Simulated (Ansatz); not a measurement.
# C2H9ClInP: a spread of methods and bases

Aim: run C2H9ClInP under a spread of inputs, and see what each costs and gives.

The runs use Ansatz 0.2.0, Gaussian basis; the settings change from run to run.

### 1 The molecule

An earlier PBE0-D4 in a triple-zeta def2 set relaxation fixed the geometry. In takes a core potential in def2 sets; no spin-orbit term is included.

SMILES `[CH3][In-]([CH3])([PH3+])[Cl]`, 14 atoms, charge 0, spin multiplicity 1.

Atoms are counted from 1 here; the program's logs count them from 0.

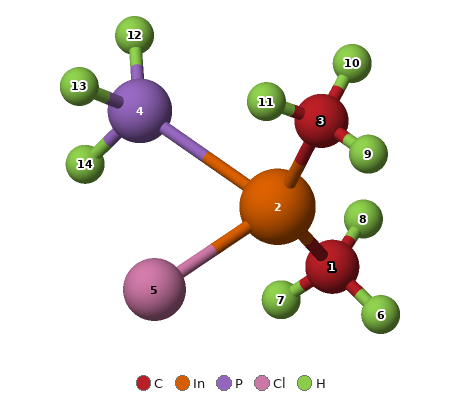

The geometry (carbon red, indium orange, phosphorus purple, chlorine pink, hydrogen green); atoms are numbered from 1 in the order of the file.

### 2 revPBE0/ANO-RCC-VTZP

Options: finite nuclei, D4 dispersion.

in.yaml reads:

```yaml
crystal:
  periodic: [false, false, false]
  atoms:
    - {symbol: C, position_ang: [-1.965994, 1.243373, 0.195178]}
    - {symbol: In, position_ang: [0.110942, 0.718698, 0.101681]}
    - {symbol: C, position_ang: [1.724051, 0.491027, 1.495847]}
    - {symbol: P, position_ang: [-0.007615, -1.854881, -1.051004]}
    - {symbol: Cl, position_ang: [0.982607, 1.174429, -2.107401]}
    - {symbol: H, position_ang: [-2.069477, 2.291482, 0.480333]}
    - {symbol: H, position_ang: [-2.415007, 1.104471, -0.788265]}
    - {symbol: H, position_ang: [-2.494614, 0.630943, 0.926969]}
    - {symbol: H, position_ang: [1.996006, 1.464250, 1.907472]}
    - {symbol: H, position_ang: [1.443757, -0.167777, 2.318906]}
    - {symbol: H, position_ang: [2.589700, 0.078406, 0.977705]}
    - {symbol: H, position_ang: [-0.427883, -3.127411, -0.594930]}
    - {symbol: H, position_ang: [1.244694, -2.238778, -1.569910]}
    - {symbol: H, position_ang: [-0.724068, -1.837333, -2.263980]}
basis:
  gaussian: {orbitals: ANO-RCC-VTZP, nuclear_model: gaussian}
hamiltonian: {xc: {name: revPBE0}, dispersion: d4}
```

Started as:

```
> ansatz run in.yaml --threads 4 --pin off --events-out ev --progress --plain --max-ram 11315MiB
```

Log:

```text
Functional definition: revPBE0
  name "revPBE0"
  cite "Zhang & Yang, Phys. Rev. Lett. 80, 890 (1998) doi:10.1103/PhysRevLett.80.890"
  cite "Adamo & Barone, J. Chem. Phys. 110, 6158 (1999) doi:10.1063/1.478522"
  cite "Perdew, Burke & Ernzerhof, Phys. Rev. Lett. 77, 3865 (1996) doi:10.1103/PhysRevLett.77.3865"
  parameter a = 0.25
  parameter kappa = 1.245
  parameter beta = 0.06672455060314922
  exchange = (1 - a)*pbe_x(kappa = kappa, mu = beta*pi^2/3) + a*exact_x
  correlation = pbe_c(beta = beta)
2470 factors; their error is unknown
mean field evaluation 1: about -184101.1007 eV, gradient 7.2e1 eV
mean field evaluation 2: about -184095.7464 eV, gradient 8.1e1 eV
mean field evaluation 4: about -184113.0301 eV, gradient 3.5e0 eV
mean field evaluation 8: about -184113.0489 eV, gradient 1.3e-1 eV
mean field evaluation 16: about -184113.2575 eV, gradient 1.9e-4 eV
mean field -184113.25748306 eV, -6766.0374160543 hartree, gradient 5.0e-5 eV, S^2 0.000000; 0 other end points of the search recorded, 0 dependent functions left out
reference -184113.25756470 eV, -6766.0374190544 hartree; 51, 51 occupied and 271, 271 virtual orbitals, 2470 factors
Total energy: -184113.99409825 eV, -6766.0644861631 hartree
Relativity: scalar
```

It took 18 s on 4 threads of Arm Neoverse V1, shared host; peak memory 1.5 GiB.

### 3 r2SCANh/x2c-TZVPPall

This run has a grid of angular degree 23, D4 dispersion.

Changes to in.yaml since step 2:

```diff
@@ -18,3 +18,4 @@
 basis:
-  gaussian: {orbitals: ANO-RCC-VTZP, nuclear_model: gaussian}
-hamiltonian: {xc: {name: revPBE0}, dispersion: d4}
+  gaussian: {orbitals: x2c-TZVPPall, final_grid: {core_spheres: 8, valence_spheres: 7, degree: 23}}
+hamiltonian: {xc: {name: r2SCANh}, dispersion: d4}
+output: {forces: true}
```

Launched as before.

Log (excerpt; [...] marks lines left out):

```text
Functional definition: r2SCANh
  name "r2SCANh"
  cite "Bursch, Neugebauer, Ehlert & Grimme, J. Chem. Phys. 156, 134105 (2022) doi:10.1063/5.0086040"
  cite "Furness, Kaplan, Ning, Perdew & Sun, J. Phys. Chem. Lett. 11, 8208 (2020) doi:10.1021/acs.jpclett.0c02405"
  cite "Furness, Kaplan, Ning, Perdew & Sun, J. Phys. Chem. Lett. 11, 9248 (2020) doi:10.1021/acs.jpclett.0c03077"
  parent r2scan
[...]
2112 factors; their error is unknown
[...]
mean field -184125.88643880 eV, -6766.5015216175 hartree, gradient 4.6e-5 eV, S^2 0.000000; 0 other end points of the search recorded, 0 dependent functions left out
[...]
reference -184125.88645093 eV, -6766.5015220634 hartree; 51, 51 occupied and 281, 281 virtual orbitals, 2112 factors
Total energy: -184125.98271437 eV, -6766.5050596794 hartree
Relativity: scalar
[...]
Atom 4 at     0.982607     1.174429    -2.107401 Å, force     0.012435     0.018821    -0.024281 eV/Å
Atom 5 at    -2.069477     2.291482     0.480333 Å, force     0.001310    -0.089290    -0.025705 eV/Å
Atom 6 at    -2.415007     1.104471    -0.788265 Å, force     0.030299     0.012367     0.082408 eV/Å
Atom 7 at    -2.494614     0.630943     0.926969 Å, force     0.037268     0.056624    -0.061350 eV/Å
Atom 8 at     1.996006     1.464250     1.907472 Å, force    -0.017071    -0.085642    -0.031748 eV/Å
Atom 9 at     1.443757    -0.167777     2.318906 Å, force     0.030456     0.057743    -0.064128 eV/Å
Atom 10 at     2.589700     0.078406     0.977705 Å, force    -0.067083     0.032683     0.047951 eV/Å
Atom 11 at    -0.427883    -3.127411    -0.594930 Å, force     0.022751     0.045248    -0.038349 eV/Å
Atom 12 at     1.244694    -2.238778    -1.569910 Å, force    -0.066163     0.016067     0.018400 eV/Å
Atom 13 at    -0.724068    -1.837333    -2.263980 Å, force     0.041853    -0.005920     0.056512 eV/Å
Dipole moment:    -0.302826    -0.729051     0.437263 e Å
```

Run time: 14 s. Hardware: 4 threads of Arm Neoverse V1, shared host; peak memory 1.5 GiB.

Largest force 0.134 eV/Å, dipole 4.33 D.

### 4 RPA/def2-TZVPD

Options: atoms shaken by 0.08 Å, relativity set to none, high accuracy, the search for lower states set to off.

in.yaml reads:

```yaml
crystal:
  periodic: [false, false, false]
  atoms:
    - {symbol: C, position_ang: [-1.857391, 1.234451, 0.239185]}
    - {symbol: In, position_ang: [0.125419, 0.672799, 0.029268]}
    - {symbol: C, position_ang: [1.752702, 0.451014, 1.563727]}
    - {symbol: P, position_ang: [0.141995, -1.857603, -1.076485]}
    - {symbol: Cl, position_ang: [0.848518, 1.288618, -2.063324]}
    - {symbol: H, position_ang: [-2.084752, 2.333482, 0.362658]}
    - {symbol: H, position_ang: [-2.451365, 1.183805, -0.852957]}
    - {symbol: H, position_ang: [-2.471251, 0.520866, 0.949669]}
    - {symbol: H, position_ang: [2.024710, 1.539628, 1.888243]}
    - {symbol: H, position_ang: [1.504325, -0.210677, 2.265084]}
    - {symbol: H, position_ang: [2.491697, 0.204349, 0.958720]}
    - {symbol: H, position_ang: [-0.390707, -3.183259, -0.636528]}
    - {symbol: H, position_ang: [1.351463, -2.128069, -1.712323]}
    - {symbol: H, position_ang: [-0.659303, -1.807043, -2.255698]}
basis:
  gaussian: {orbitals: def2-TZVPD}
hamiltonian: {xc: {name: HF}, pseudopotentials: {relativity: none}}
correlation: {method: rpa}
accuracy: high
scf: {lower_state_search: off}
```

Launched as before.

Log (excerpt; [...] marks lines left out):

```text
Functional definition: HF
  name "HF"
  cite "Fock, Z. Phys. 61, 126 (1930) doi:10.1007/BF01340294"
  parent pbe
[...]
5222 factors; integrals over basis functions are off by at most 4.8e-9 eV
[...]
mean field -29128.85741003 eV, -1070.4657655698 hartree, gradient 3.4e-8 eV, S^2 0.000000; 0 other end points of the search recorded, 0 dependent functions left out
16 core orbitals not correlated: weight in the atoms' cores, before any rotation towards them, 1.000 or more for the frozen orbitals, at most 0.000 for the correlated occupied ones
reference -29128.85741003 eV, -1070.4657655698 hartree; 21, 21 occupied and 263, 263 virtual orbitals, 5222 factors
Total energy: -29160.75563524 eV, -1071.6380037250 hartree
Checks for a lower state left out: stability, starts, cluster_reference, orbital_swaps, neighbouring_geometries, increment
```

Run time: 68 s. Hardware: 4 threads of Arm Neoverse V1, shared host; peak memory 3.7 GiB.

### 5 RPA/def2-TZVPD

in.yaml reads:

```yaml
crystal:
  periodic: [false, false, false]
  atoms:
    - {symbol: C, position_ang: [-1.965994, 1.243373, 0.195178]}
    - {symbol: In, position_ang: [0.110942, 0.718698, 0.101681]}
    - {symbol: C, position_ang: [1.724051, 0.491027, 1.495847]}
    - {symbol: P, position_ang: [-0.007615, -1.854881, -1.051004]}
    - {symbol: Cl, position_ang: [0.982607, 1.174429, -2.107401]}
    - {symbol: H, position_ang: [-2.069477, 2.291482, 0.480333]}
    - {symbol: H, position_ang: [-2.415007, 1.104471, -0.788265]}
    - {symbol: H, position_ang: [-2.494614, 0.630943, 0.926969]}
    - {symbol: H, position_ang: [1.996006, 1.464250, 1.907472]}
    - {symbol: H, position_ang: [1.443757, -0.167777, 2.318906]}
    - {symbol: H, position_ang: [2.589700, 0.078406, 0.977705]}
    - {symbol: H, position_ang: [-0.427883, -3.127411, -0.594930]}
    - {symbol: H, position_ang: [1.244694, -2.238778, -1.569910]}
    - {symbol: H, position_ang: [-0.724068, -1.837333, -2.263980]}
basis:
  gaussian: {orbitals: def2-TZVPD}
hamiltonian: {xc: {name: HF}}
correlation: {method: rpa}
```

The command is unchanged.

Log:

```text
Functional definition: HF
  name "HF"
  cite "Fock, Z. Phys. 61, 126 (1930) doi:10.1007/BF01340294"
  parent pbe
  exchange = exact_x
  correlation = 0
2186 factors; integrals over basis functions are off by at most 9.3e-4 eV
mean field evaluation 1: about -29126.0657 eV, gradient 3.9e1 eV
mean field evaluation 2: about -29126.0946 eV, gradient 3.9e1 eV
mean field evaluation 4: about -29130.4491 eV, gradient 3.6e0 eV
mean field evaluation 8: about -29130.5178 eV, gradient 2.7e-1 eV
mean field -29130.51818233 eV, -1070.5267978264 hartree, gradient 1.4e-6 eV, S^2 0.000000; 0 other end points of the search recorded, 0 dependent functions left out
16 core orbitals not correlated: weight in the atoms' cores, before any rotation towards them, 1.000 or more for the frozen orbitals, at most 0.000 for the correlated occupied ones
reference -29130.51818233 eV, -1070.5267978264 hartree; 21, 21 occupied and 263, 263 virtual orbitals, 2186 factors
Total energy: -29162.30531122 eV, -1071.6949532667 hartree
```

Run time: 13 s. Hardware: 4 threads of Arm Neoverse V1, shared host; peak memory 1.2 GiB.

### 6 wB97X-V/def2-TZVPD

Set apart from the defaults: multiplicity 3.

Changes to in.yaml since step 5:

```diff
@@ -19,3 +19,3 @@
   gaussian: {orbitals: def2-TZVPD}
-hamiltonian: {xc: {name: HF}}
-correlation: {method: rpa}
+magnetization: {spin_polarized: true, initial_magnetization: 2}
+hamiltonian: {xc: {name: wB97X-V}}
```

Launched as before.

Log (excerpt; [...] marks lines left out):

```text
Functional definition: wB97X-V
  name "wB97X-V"
  cite "Mardirossian & Head-Gordon, Phys. Chem. Chem. Phys. 16, 9904 (2014) doi:10.1039/C3CP54374A"
  cite "Becke, J. Chem. Phys. 107, 8554 (1997) doi:10.1063/1.475007"
  cite "Vydrov & Van Voorhis, J. Chem. Phys. 133, 244103 (2010) doi:10.1063/1.3521275"
[...]
      + integral(e_c_pw_opposite_spin*poly(b97_u_opposite, cos0, cos1)) + vv10(b, c)
1867 factors; their error is unknown
668 factors; integrals over basis functions are off by at most 2.6e-5 eV
[...]
mean field -29198.55421542 eV, -1073.0270759259 hartree, gradient 1.9e-6 eV, S^2 2.007946; 12 other end points of the search recorded, 0 dependent functions left out
reference -29198.55421506 eV, -1073.0270759127 hartree; 38, 36 occupied and 262, 264 virtual orbitals, 1867 factors
Total energy: -29198.55421506 eV, -1073.0270759127 hartree
```

It took 7.5 min on 4 threads of Arm Neoverse V1, shared host; peak memory 3 GiB.

⟨S²⟩ 2.008.

### 7 BHLYP/STO-3G

This run has D3(BJ) dispersion.

Changes to in.yaml since step 6:

```diff
@@ -18,4 +18,4 @@
 basis:
-  gaussian: {orbitals: def2-TZVPD}
-magnetization: {spin_polarized: true, initial_magnetization: 2}
-hamiltonian: {xc: {name: wB97X-V}}
+  gaussian: {orbitals: STO-3G}
+hamiltonian: {xc: {name: BHLYP}, dispersion: d3bj}
+output: {forces: true}
```

Same command.

Log (excerpt; [...] marks lines left out):

```text
Functional definition: BHLYP
  name "BHLYP"
  cite "Becke, J. Chem. Phys. 98, 1372 (1993) doi:10.1063/1.464304"
  cite "Becke, Phys. Rev. A 38, 3098 (1988) doi:10.1103/PhysRevA.38.3098"
  cite "Lee, Yang & Parr, Phys. Rev. B 37, 785 (1988) doi:10.1103/PhysRevB.37.785"
[...]
825 factors; integrals over basis functions are off by at most 1.3e-4 eV
[...]
mean field -178465.52759611 eV, -6558.4871708777 hartree, gradient 1.6e-5 eV, S^2 0.000000; 0 other end points of the search recorded, 0 dependent functions left out
[...]
reference -178465.52776290 eV, -6558.4871770069 hartree; 51, 51 occupied and 13, 13 virtual orbitals, 825 factors
Total energy: -178466.07342668 eV, -6558.5072297813 hartree
Atom 0 at    -1.965994     1.243373     0.195178 Å, force     1.851430    -0.449256    -0.010112 eV/Å
[...]
Atom 4 at     0.982607     1.174429    -2.107401 Å, force    -0.379450    -0.083798     1.027888 eV/Å
Atom 5 at    -2.069477     2.291482     0.480333 Å, force    -0.199226    -0.191974    -0.063861 eV/Å
Atom 6 at    -2.415007     1.104471    -0.788265 Å, force    -0.196796     0.074868     0.222301 eV/Å
Atom 7 at    -2.494614     0.630943     0.926969 Å, force    -0.129000     0.183754    -0.185494 eV/Å
Atom 8 at     1.996006     1.464250     1.907472 Å, force     0.113031    -0.256074     0.048075 eV/Å
Atom 9 at     1.443757    -0.167777     2.318906 Å, force     0.269136     0.101629    -0.045780 eV/Å
Atom 10 at     2.589700     0.078406     0.977705 Å, force     0.032597     0.029211     0.302789 eV/Å
Atom 11 at    -0.427883    -3.127411    -0.594930 Å, force     0.229913     0.724882    -0.232835 eV/Å
Atom 12 at     1.244694    -2.238778    -1.569910 Å, force    -0.655071     0.116953     0.214755 eV/Å
Atom 13 at    -0.724068    -1.837333    -2.263980 Å, force     0.379739    -0.093966     0.579621 eV/Å
Dipole moment:    -0.350480    -1.033213     0.396437 e Å
```

It took 1.6 s on 4 threads of Arm Neoverse V1, shared host.

Largest force 1.905 eV/Å, dipole 5.58 D.

### 8 PBE0-DH/def2-TZVPP

Options: charge +1, multiplicity 2.

Changes to in.yaml since step 7:

```diff
@@ -18,4 +18,5 @@
 basis:
-  gaussian: {orbitals: STO-3G}
-hamiltonian: {xc: {name: BHLYP}, dispersion: d3bj}
-output: {forces: true}
+  gaussian: {orbitals: def2-TZVPP}
+total_charge: 1
+magnetization: {spin_polarized: true, initial_magnetization: 1}
+hamiltonian: {xc: {name: PBE0-DH}}
```

Launched as before.

Log (excerpt; [...] marks lines left out):

```text
Functional definition: PBE0-DH
  name "PBE0-DH"
  cite "Brémond & Adamo, J. Chem. Phys. 135, 024106 (2011) doi:10.1063/1.3604569"
  cite "Perdew, Burke & Ernzerhof, Phys. Rev. Lett. 77, 3865 (1996) doi:10.1103/PhysRevLett.77.3865"
[...]
2019 factors; integrals over basis functions are off by at most 1.0e-3 eV
[...]
mean field -29182.73736001 eV, -1072.4458172107 hartree, gradient 3.0e-6 eV, S^2 0.788655; 8 other end points of the search recorded, 0 dependent functions left out
16 core orbitals not correlated: weight in the atoms' cores, before any rotation towards them, 1.000 or more for the frozen orbitals, at most 0.000 for the correlated occupied ones
reference -29182.73738663 eV, -1072.4458181889 hartree; 21, 20 occupied and 285, 286 virtual orbitals, 2019 factors
second order -33.36384602 eV of doubles, -0.00000000 eV of singles
Total energy: -29186.90786738 eV, -1072.5990805297 hartree
```

Run time: 60 s. Hardware: 4 threads of Arm Neoverse V1, shared host; peak memory 1.5 GiB.

⟨S²⟩ 0.789.

### 9 wB97X/STO-3G

Set apart from the defaults: high accuracy, the search for lower states set to off.

Changes to in.yaml since step 8:

```diff
@@ -18,5 +18,5 @@
 basis:
-  gaussian: {orbitals: def2-TZVPP}
-total_charge: 1
-magnetization: {spin_polarized: true, initial_magnetization: 1}
-hamiltonian: {xc: {name: PBE0-DH}}
+  gaussian: {orbitals: STO-3G}
+hamiltonian: {xc: {name: wB97X}}
+accuracy: high
+scf: {lower_state_search: off}
```

The command is unchanged.

Log (excerpt; [...] marks lines left out):

```text
Functional definition: wB97X
  name "wB97X"
  cite "Chai & Head-Gordon, J. Chem. Phys. 128, 084106 (2008) doi:10.1063/1.2834918"
  cite "Becke, J. Chem. Phys. 107, 8554 (1997) doi:10.1063/1.475007"
[...]
  # The coefficients of nought are those of the uniform gas.
[...]
      + exact_x_lr(omega)
[...]
      + integral(e_c_pw_opposite_spin*poly(b97_u_opposite, 1, cos1, cos2, cos3, cos4))
[...]
1337 factors; integrals over basis functions are off by at most 4.9e-9 eV
340 factors; integrals over basis functions are off by at most 9.3e-10 eV
[...]
mean field -178465.55541952 eV, -6558.4881933690 hartree, gradient 3.5e-8 eV, S^2 0.000000; 0 other end points of the search recorded, 0 dependent functions left out
reference -178465.55541675 eV, -6558.4881932674 hartree; 51, 51 occupied and 13, 13 virtual orbitals, 1337 factors
Total energy: -178465.55541675 eV, -6558.4881932674 hartree
Checks for a lower state left out: stability, starts, cluster_reference, orbital_swaps, neighbouring_geometries, increment
```

It took 6.5 s on 4 threads of Arm Neoverse V1, shared host.

### 10 PBE0-DH/def2-SVP

Options: multiplicity 3, atoms shaken by 0.03 Å, the search for lower states set to full.

in.yaml reads:

```yaml
crystal:
  periodic: [false, false, false]
  atoms:
    - {symbol: C, position_ang: [-1.948716, 1.252470, 0.144882]}
    - {symbol: In, position_ang: [0.061525, 0.714471, 0.119266]}
    - {symbol: C, position_ang: [1.757021, 0.452757, 1.534452]}
    - {symbol: P, position_ang: [-0.007302, -1.840244, -1.009691]}
    - {symbol: Cl, position_ang: [0.980522, 1.194872, -2.131377]}
    - {symbol: H, position_ang: [-2.081546, 2.288483, 0.450314]}
    - {symbol: H, position_ang: [-2.381325, 1.107457, -0.812653]}
    - {symbol: H, position_ang: [-2.500724, 0.677681, 0.888169]}
    - {symbol: H, position_ang: [1.995062, 1.476463, 1.978995]}
    - {symbol: H, position_ang: [1.422509, -0.168948, 2.331071]}
    - {symbol: H, position_ang: [2.598953, 0.049559, 1.049436]}
    - {symbol: H, position_ang: [-0.452151, -3.130765, -0.545848]}
    - {symbol: H, position_ang: [1.248892, -2.297195, -1.555761]}
    - {symbol: H, position_ang: [-0.704463, -1.808084, -2.283931]}
basis:
  gaussian: {orbitals: def2-SVP}
magnetization: {spin_polarized: true, initial_magnetization: 2}
hamiltonian: {xc: {name: PBE0-DH}}
scf: {lower_state_search: full}
output: {forces: true}
```

The command is unchanged.

Log (excerpt; [...] marks lines left out):

```text
Functional definition: PBE0-DH
  name "PBE0-DH"
  cite "Brémond & Adamo, J. Chem. Phys. 135, 024106 (2011) doi:10.1063/1.3604569"
  cite "Perdew, Burke & Ernzerhof, Phys. Rev. Lett. 77, 3865 (1996) doi:10.1103/PhysRevLett.77.3865"
[...]
1417 factors; integrals over basis functions are off by at most 1.3e-3 eV
[...]
mean field -29175.74773467 eV, -1072.1889532171 hartree, gradient 7.0e-6 eV, S^2 2.011415; 13 other end points of the search recorded, 0 dependent functions left out
16 core orbitals not correlated: weight in the atoms' cores, before any rotation towards them, 1.000 or more for the frozen orbitals, at most 0.000 for the correlated occupied ones
reference -29175.74776264 eV, -1072.1889542449 hartree; 22, 20 occupied and 97, 99 virtual orbitals, 1417 factors
second order -21.99903536 eV of doubles, -0.00000000 eV of singles
[...]
Atom 4 at     0.980522     1.194872    -2.131377 Å, force     0.043143    -0.244494     0.076151 eV/Å
Atom 5 at    -2.081546     2.288483     0.450314 Å, force     0.410423     0.391412    -0.052057 eV/Å
Atom 6 at    -2.381325     1.107457    -0.812653 Å, force    -0.447393    -0.257670    -1.456804 eV/Å
Atom 7 at    -2.500724     0.677681     0.888169 Å, force     0.020750    -0.426865     0.176655 eV/Å
Atom 8 at     1.995062     1.476463     1.978995 Å, force    -0.699664    -0.875235    -1.019272 eV/Å
Atom 9 at     1.422509    -0.168948     2.331071 Å, force    -1.026191    -0.929195     0.607835 eV/Å
Atom 10 at     2.598953     0.049559     1.049436 Å, force     1.222940    -0.724635    -1.390736 eV/Å
Atom 11 at    -0.452151    -3.130765    -0.545848 Å, force     0.060934     0.440895    -0.152288 eV/Å
Atom 12 at     1.248892    -2.297195    -1.555761 Å, force    -0.504805     0.305834     0.337941 eV/Å
Atom 13 at    -0.704463    -1.808084    -2.283931 Å, force     0.272899    -0.095359     0.670912 eV/Å
Dipole moment:    -0.090805    -0.905928     0.426542 e Å
```

Wall time 57 s (4 threads of Arm Neoverse V1, shared host); peak memory 0.93 GiB.

Largest force 5.685 eV/Å, dipole 4.83 D, ⟨S²⟩ 2.011.

### 11 All runs side by side

```csv
level,charge,multiplicity,geometry,functions,energy (eV),time
revPBE0/ANO-RCC-VTZP,0,1,relaxed,322,-184113.994,18 s
r2SCANh/x2c-TZVPPall,0,1,relaxed,332,-184125.983,14 s
RPA/def2-TZVPD,0,1,shaken,300,-29160.756,68 s
RPA/def2-TZVPD,0,1,relaxed,300,-29162.305,13 s
wB97X-V/def2-TZVPD,0,3,relaxed,300,-29198.554,7.5 min
BHLYP/STO-3G,0,1,relaxed,64,-178466.073,1.6 s
PBE0-DH/def2-TZVPP,1,2,relaxed,322,-29186.908,60 s
wB97X/STO-3G,0,1,relaxed,64,-178465.555,6.5 s
PBE0-DH/def2-SVP,0,3,shaken,135,-29178.498,57 s
```

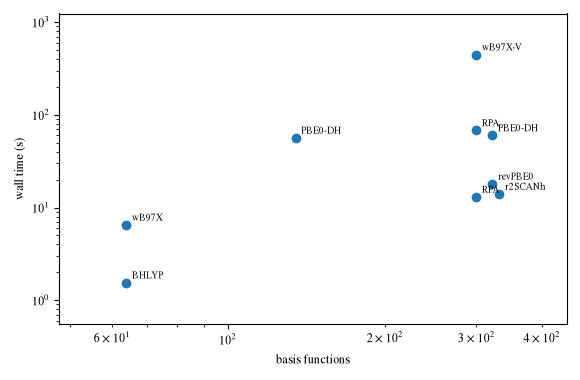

Wall time against the number of basis functions (shared host).

### 12 Outcome

| quantity | value |
| --- | --- |
| runs | 9 |
| quickest | BHLYP/STO-3G, 1.6 s |
| slowest | wB97X-V/def2-TZVPD, 7.5 min |
| spread of total energies, same state and geometry | 154963.7 eV |
| dipole, same state and geometry | 4.33 to 5.58 D |

In words: wB97X-V/def2-TZVPD took 289 times as long as BHLYP/STO-3G. The jobs differ in tasks and options as well as level. The totals spread over 154964 eV; they can't be compared across methods or bases. Some of these runs are scalar-relativistic and others not, which shifts the totals of all-electron atoms past neon by several eV an atom and more; core potentials, where a basis has them, take the core out of the total altogether. At the PBE0-D4/def2-TZVP geometry and in the same state, the sound runs without point charges leave forces up to 1.91 eV/Å (BHLYP/STO-3G).
